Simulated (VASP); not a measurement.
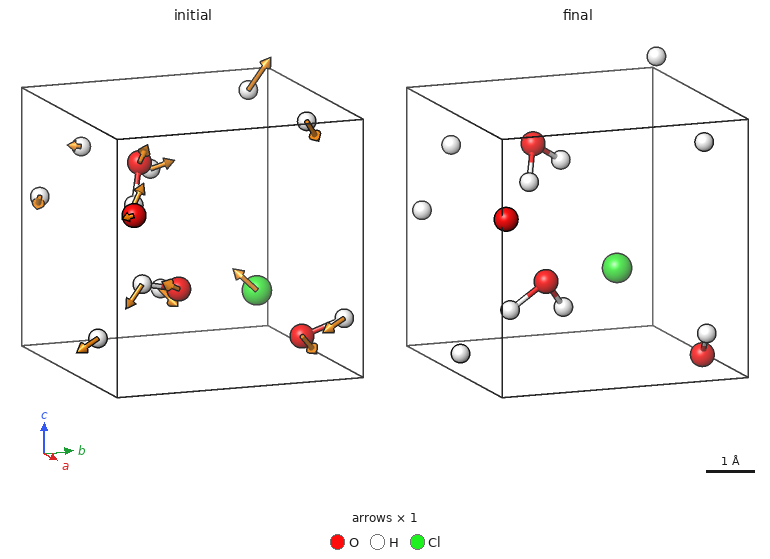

The structure of an amorphous cell of composition H9ClO4 before (left) and after (right) a relaxation, at one scale. The orange arrows give the displacements, at their true length.

The picture is a ball-and-stick view of the cell of the calculation, seen slightly off an axis.

The run lets the atoms move in a fixed cell.

Theory: Kohn-Sham DFT of a periodic cell, PBE with D3(BJ), VASP PAW PBE potentials, recommended (VASP 6.6.1).

Input
```
SYSTEM = H9ClO4
ALGO = Fast
EDIFF = 1E-6
EDIFFG = -0.3
ENCUT = 520
GGA = PE
IBRION = 2
ISIF = 2
ISMEAR = -1
IVDW = 12
LASPH = .True.
LCHARG = .False.
LREAL = .False.
LWAVE = .False.
NELM = 60
NSW = 35
PREC = Accurate
SIGMA = 0.02
```

Launched with:
```bash
cat potpaw_PBE.64/O/POTCAR potpaw_PBE.64/H/POTCAR potpaw_PBE.64/Cl/POTCAR > POTCAR
mpirun -np 1 vasp_gam > vasp.out
```

Describe what moved and what it gained.

The relaxation stopped without meeting its thresholds, so the last structure isn't shown to be converged. Over 34 geometry steps the energy falls by 2.242 eV per cell of the calculation. The largest force component goes from 1 to 1.4 eV/Å. The atom that moves furthest is an H atom (0.95 Å along [1 1 2]). By element the largest moves are H 0.95 Å, Cl 0.73 Å, O 0.70 Å. The cell doesn't change. Some distances before and after: H–O 0.969 → 0.999 Å, Cl–H 1.280 → 1.293 Å, H–O 0.969 → 0.957 Å. Bond angles that change, for instance: H–O–H 104.0° → 99.0°, H–O–H 104.0° → 101.5°.

Limits of the set-up: the periodic images lie only 5.6 Å apart, so the values are limited by the cell's size.
